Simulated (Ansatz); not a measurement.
# CH4BSi (doublet): what the fields show

Input

```
crystal:
  periodic: [false, false, false]
  atoms:
    - {symbol: B, position_ang: [-0.958150, 0.039385, -0.709140]}
    - {symbol: C, position_ang: [-0.306204, -0.304676, 0.601577]}
    - {symbol: Si, position_ang: [1.350065, 0.177479, 0.560952]}
    - {symbol: H, position_ang: [-2.117375, -0.210989, -0.903272]}
    - {symbol: H, position_ang: [-0.339756, 0.571029, -1.592623]}
    - {symbol: H, position_ang: [-0.789978, -0.781687, 1.444404]}
    - {symbol: H, position_ang: [1.876185, 0.828729, -0.682088]}
basis:
  gaussian: {orbitals: def2-TZVPP}
magnetization: {spin_polarized: true, initial_magnetization: 1}
hamiltonian: {xc: pbe0, dispersion: d4}
output: {orbitals: {seedname: orbitals}}
```

Command:

```sh
ansatz run in.yaml --threads 2 --pin off --events-out ev --progress --plain --max-ram 4352MiB
```

Geometry: PBE0-D4/def2-TZVP.

The calculation used UKS PBE0-D4/def2-TZVPP (Ansatz).

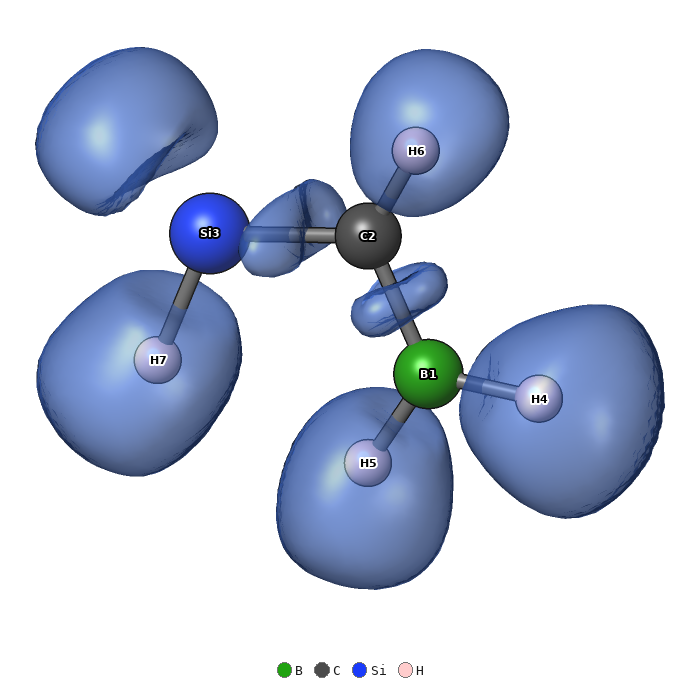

Figure 1. Isosurface of the ELF at 0.85 (blue), seen at a tilt. Core shells and regions of very low density are left out.

Identify the bonds, lone pairs and shells in this picture.

The ELF exceeds this value in one region between bonded B–C atoms (shared pairs), one region between bonded C–Si atoms (shared pairs), four regions around hydrogen nuclei and one lobe on Si, pointing away from the bonds (non-bonding electrons). Along the contacts the grid gives the following. C–B (1.50 Å): the ELF peaks at about 0.95 between the atoms (localised, covalent bonding). C–Si (1.73 Å): the ELF peaks at about 0.90 between the atoms; localised, covalent bonding.

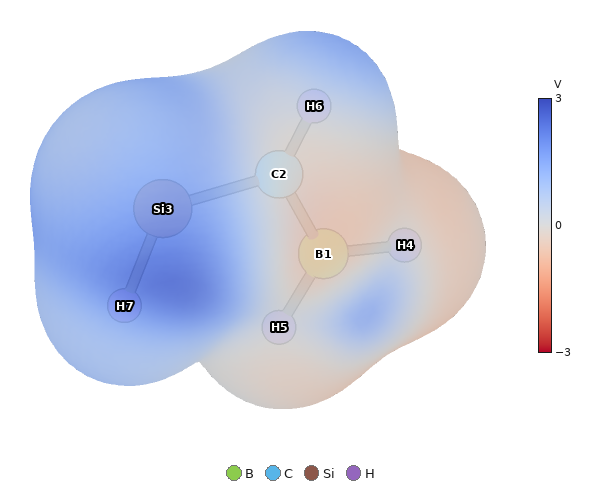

Figure 2. The molecular electrostatic potential painted on the density surface at 0.004 e/bohr³, seen at a tilt; red is negative and blue positive.

Which sites attract a positive test charge, and which a negative one?

A positive charge is drawn to the negative regions and a negative charge to the positive ones. The most negative region (about −0.7 V) lies over H5, the most positive (about +2.4 V) over Si3.

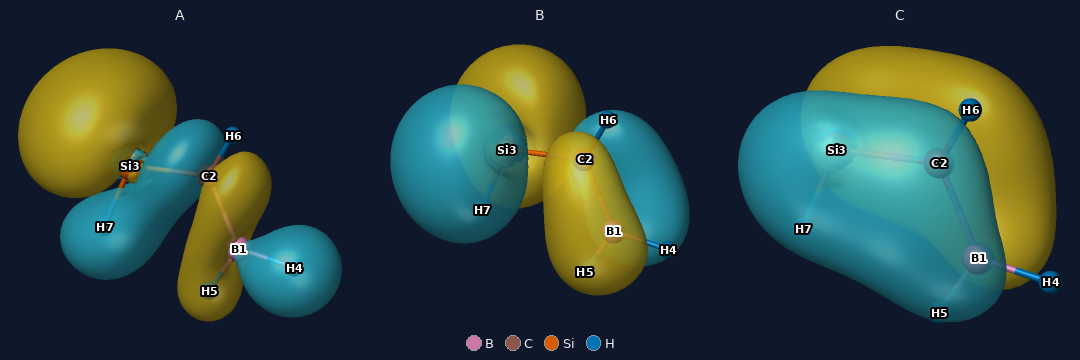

Figure 3. Three frontier orbitals at ±0.08 Å⁻³ᐟ² (yellow and cyan are the two phases), in no order.

Which picture is the HOMO−1, the HOMO and the LUMO? All are α orbitals.

C is the HOMO−1 (α) (−7.59 eV). It lies mainly on C2 (about 45 %), Si3 (about 35 %) and B1 (about 15 %); it changes sign across the molecular plane (π type); π-bonding across B1–C2 and C2–Si3. A is the HOMO (α) (−6.82 eV). It lies mainly on Si3 (about 60 %), C2 (about 15 %), B1 (about 10 %), H7 (about 10 %) and H4 (about 5 %); it is symmetric in the molecular plane (an in-plane orbital: σ, lone-pair or in-plane π type). B is the LUMO (α) (−2.48 eV). Its weight (Hirshfeld) is mainly on Si3 (about 60 %), B1 (about 15 %) and C2 (about 15 %); it changes sign across the molecular plane (π type); π-bonding across B1–C2.

What is the gap between the highest occupied and lowest empty α orbitals?

4.34 eV between the orbital energies.
